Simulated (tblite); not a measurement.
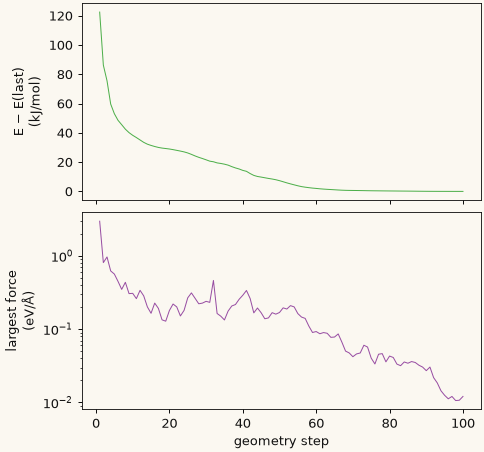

History of a geometry optimisation.

The run: C7H15N (SMILES C[C@@H]1CCCCNC1), by GFN2-xTB geometry optimisation, gas phase in tblite 0.8.0.

Q: How did it end, and what did it gain?

A: The optimisation met its thresholds at geometry 100, counting the start as the first. The energy fell by about 120 kJ/mol from the first step to the last. The largest force goes from about 3 eV/Å at the start to 0.012 eV/Å at the end.
